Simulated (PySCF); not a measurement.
Ge(Cl)3(Br), SMILES [Cl][Ge]([Cl])([Cl])[Br] at its PBE0/def2-SVP optimised geometry (Å):

```
5

Cl     1.4116    -1.0069     0.0000
Ge    -0.7183    -1.0069     0.0000
Cl    -1.4116     1.0069     0.0000
Cl    -1.4117    -1.9782    -1.7641
Br    -1.4935    -2.0935     1.8397
```

Computed with PBE0/def2-TZVP (PySCF).

Map of the electrostatic potential (hartree/e), clipped to [-0.08, 0.12] on the plane z = 1.2 Å:

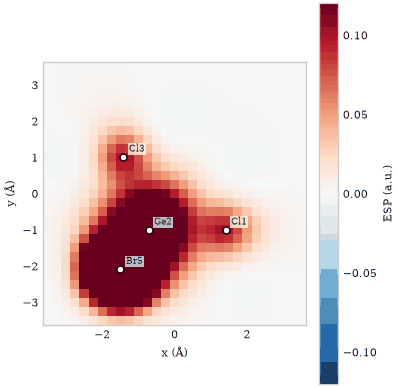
Figure: Electrostatic potential (hartree/e), clipped to [-0.08, 0.12] on the plane z = 1.2 Å.
